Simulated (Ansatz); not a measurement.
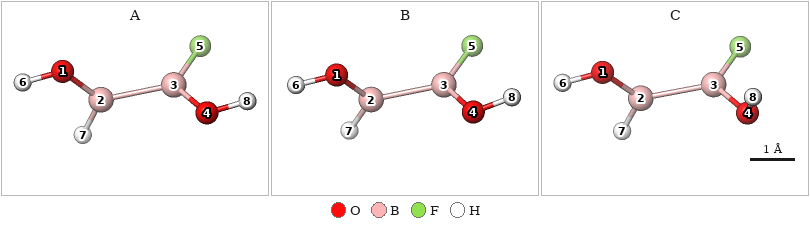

3 geometries from a converged minimum-energy path of B2H3O2F, shuffled. A ball-and-stick model, seen from a free direction.

The calculation used Ansatz, RKS B3LYP-D4/def2-SVP. Set-up: 7 movable images; climbing image; force threshold 0.03 eV/Å; iteration limit 55; starting path through a guess of the saddle point.

One of them is the converged climbing image. Which?

Answer. C. In order along the path, whose images run from 0 to 8: C (image 5, +0.51 eV), B (image 7, +0.06 eV), A (image 8, +0.03 eV). The motion is a rotation about the B3–O4 bond by about 180°, with a turn of about 85° about B2–B3. No bond forms or breaks between the ends. Bond angles that change up to the highest image, for instance: B3–O4–H8 111.0° → 120.0°, O1–B2–B3 113.9° → 118.7°.

The run took 6.5 min on 1 thread of Arm Neoverse V2 (shared host), peak memory 0.17 GiB.
